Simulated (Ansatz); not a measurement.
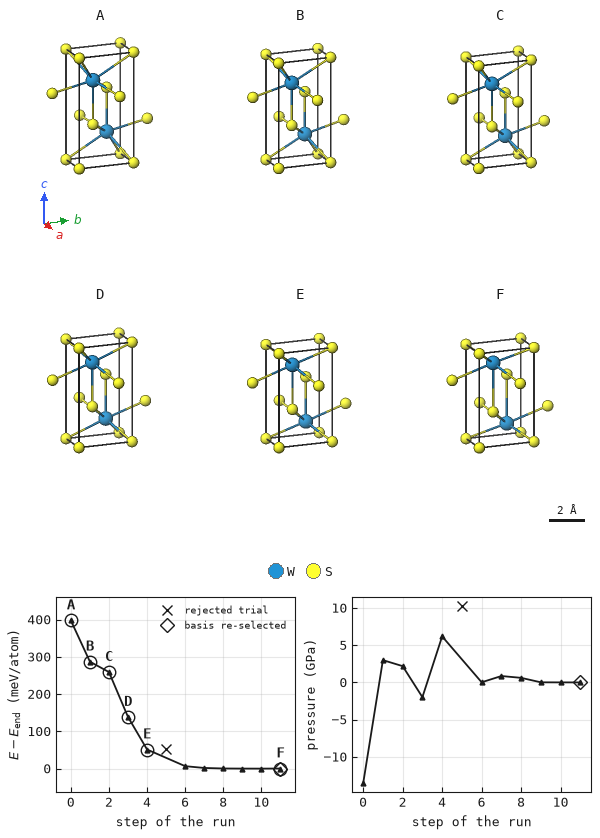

Frames of a relaxation of crystalline W2S3 (built on the A-type sesquioxide_164 type) (coarse preliminary run), marked on the history of the run. A ball-and-stick model of the cell of the calculation, seen slightly off an axis.

Case: A-type sesquioxide type (P-3m1, No. 164).

Level of theory: DFT PBE, scalar-relativistic, plane waves, PAW in Ansatz. (plane-wave cutoff 420 eV; k-point mesh 6 × 6 × 4; occupations gaussian; smearing width 0.1 eV; no spin polarisation; cell and atoms relaxed; force threshold 0.04 eV/Å; at most 70 steps)

Question: What happens along the run?

Answer: Over 9 accepted moves (11 points after the start) the energy falls by 397 meV per atom. Largest force component: 0.47 eV/Å at the start, 0.0043 eV/Å at the end. The pressure goes from −13.58 to −0.01 GPa. The line search rejected the trial step at point 5 of the run. The SCF was repeated once at an unchanged geometry on a basis and grid sized afresh for the cell, which shifted the energy by 0.3 meV per atom at most. The largest moves relative to the cell, 0.51 Å, are those of W atoms. By element the largest moves are W 0.51 Å, S 0.15 Å. Cell: a = b 4.103 → 4.125 Å (+0.6 %), c 6.383 → 5.437 Å (−14.8 %). Volume −13.9 %. Some distances before and after: S–W 3.830 → 2.605 Å, W–W 3.923 → 2.898 Å, S–W 2.838 → 2.521 Å, S–W 2.553 → 2.832 Å. New bonds form: S–W (3.83 → 2.60 Å), W–W (3.92 → 2.90 Å). Among the angles between lasting bonds that change: W–S–W 87.4° → 70.2°, W–S–W 92.6° → 109.8°, W–S–W 106.5° → 111.8°. The space group stays P-3m1 (No. 164). From step 0 to 1: W atoms move most (0.07 Å), volume −13.2 %, energy −111 meV per atom. From step 1 to 2: W atoms move most (0.06 Å), volume −0.8 %, energy −28.0 meV per atom. From step 2 to 3: W atoms move most (0.18 Å), volume −0.3 %, energy −121 meV per atom. From step 3 to 4: W atoms move most (0.11 Å), volume −4.9 %, energy −87.3 meV per atom. From step 4 to 11: S atoms move most (0.14 Å), volume +5.5 %, energy −51.1 meV per atom.

| step | E − E(0), meV/atom | largest force component, eV/Å | pressure, GPa | volume, Å³/atom | note |
| --- | --- | --- | --- | --- | --- |
| 0 | 0.00 | 0.4665 | -13.58 | 18.610 |  |
| 1 | -110.56 | 0.7281 | 2.99 | 16.146 |  |
| 2 | -138.58 | 1.2602 | 2.18 | 16.022 |  |
| 3 | -259.12 | 1.2570 | -1.99 | 15.969 |  |
| 4 | -346.42 | 0.9856 | 6.17 | 15.192 |  |
| 5 | -344.41 | 1.1728 | 10.30 | 15.174 | rejected |
| 6 | -391.16 | 0.4374 | 0.01 | 15.752 |  |
| 7 | -395.97 | 0.1758 | 0.85 | 15.809 |  |
| 8 | -397.37 | 0.0050 | 0.60 | 15.912 |  |
| 9 | -397.66 | 0.0413 | 0.00 | 16.028 |  |
| 10 | -397.75 | 0.0043 | -0.01 | 16.026 |  |
| 11 | -397.49 | 0.0043 | -0.01 | 16.026 | same geometry, new basis |
